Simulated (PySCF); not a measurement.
Breaking a bond: SMILES O (H₂O). The O1–H3 bond (O1 also carries H; H3 carries nothing else) is pulled apart rigidly from the PBE0/def2-TZVP optimised geometry.

```
3

O      0.0000     0.0000     0.0000
H      0.0000     0.9266    -0.2494
H      0.0000     0.0000     0.9595
```

Computed with: CASSCF(2,2)/cc-pVTZ (PySCF); UKS-CAM-B3LYP = unrestricted CAM-B3LYP/cc-pVTZ (PySCF); UKS-TPSSh = unrestricted TPSSh/cc-pVTZ (PySCF).

Energies are in kJ/mol, each relative to the lowest point of its own curve near equilibrium.

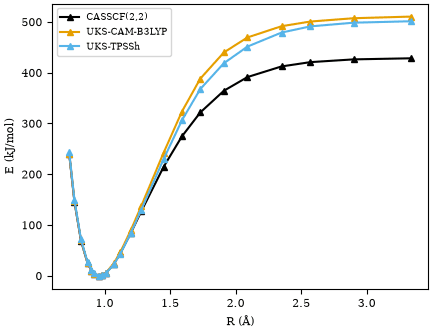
Energy against bond length for each method.

```tsv
R / Å	CASSCF(2,2)	UKS-CAM-B3LYP	UKS-TPSSh
0.73	239.4	240.6	243.5
0.77	145.8	146.9	149.4
0.82	69.0	69.8	71.7
0.87	25.0	25.3	26.7
0.90	10.2	10.4	11.4
0.92	4.3	4.4	5.0
0.96	0.0	0.0	0.0
0.98	1.0	1.0	0.7
1.01	5.6	5.8	4.9
1.07	23.5	24.4	22.3
1.12	44.4	46.6	43.4
1.20	84.3	89.7	84.4
1.28	127.2	137.6	130.2
1.45	214.5	242.2	229.7
1.59	274.6	323.5	306.3
1.73	321.7	388.2	367.7
1.91	364.4	439.9	418.6
2.09	391.4	469.4	451.4
2.35	412.3	491.5	479.0
2.57	420.8	500.7	491.2
2.90	426.2	507.2	498.4
3.34	428.3	510.5	501.3
```

At the longest distance, 3.34 Å, UKS-CAM-B3LYP lies highest above its minimum (510.5 kJ/mol) and CASSCF(2,2) lowest (428.3 kJ/mol).

The unrestricted determinant behind UKS-CAM-B3LYP, UKS-TPSSh is spin-contaminated at 1.73 to 3.34 Å (<S²> up to 1.0, against 0.00 for a pure singlet).
